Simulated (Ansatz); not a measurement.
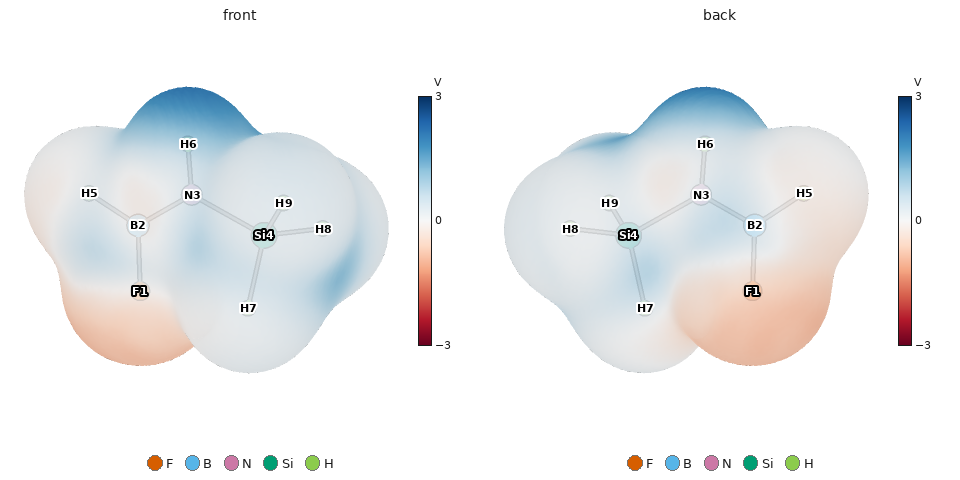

BFH₅NSi (SMILES FBN[SiH3]). The molecular electrostatic potential painted on the density surface at 0.002 e/bohr³, seen from the front and from behind; red is negative and blue positive.

Theory: RKS LDA/def2-SVP (Ansatz 0.2.0).

```xyz
9

F     0.2735    0.0657   -2.0936
B     0.9197    0.6447   -1.0855
N     0.5057    0.3889    0.2291
Si   -0.8390   -0.6338    0.7155
H     1.8586    1.3853   -1.3345
H     1.0507    0.8468    0.9677
H    -1.7952   -0.7291   -0.4352
H    -0.3812   -2.0139    1.1111
H    -1.5043   -0.0009    1.9082
```

Where is the surface potential most negative and most positive?

The most negative region (about −0.9 V, or −21 kcal/mol for a unit charge) lies over F1, the most positive (about +2.1 V, or +48 kcal/mol for a unit charge) over H6.
